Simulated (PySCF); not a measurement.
SMILES OB(CO)O (CH₅BO₃) at its PBE/def2-SVP optimised geometry (Å):

```
10

O      1.5973    -1.0648     0.0000
C      0.1487    -1.0648     0.0000
B     -0.3877     0.4392     0.0000
O      0.5413     1.4269     0.1881
O     -1.7165     0.7212    -0.1635
H      1.8790    -1.0420    -0.9323
H     -0.1723    -1.5771     0.9346
H     -0.2703    -1.6811    -0.8279
H      1.3987     0.9510     0.2988
H     -1.8790     1.6811    -0.1037
```

Computed with PBE/def2-TZVP (PySCF). Cells within 0.4 Å of a nucleus heavier than hydrogen are left out (blank, or x).

Map of the HOMO amplitude (bohr^(-3/2)), clipped to [-0.25, 0.25] on the plane z = 0.0 Å; orbital energy -6.36 eV, overall sign arbitrary:

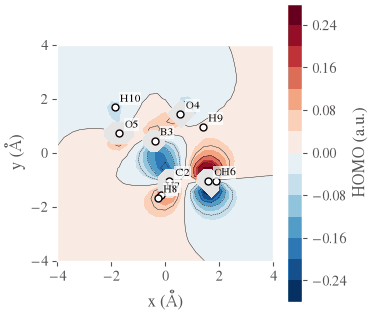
Figure: HOMO amplitude (bohr^(-3/2)), clipped to [-0.25, 0.25] on the plane z = 0.0 Å.
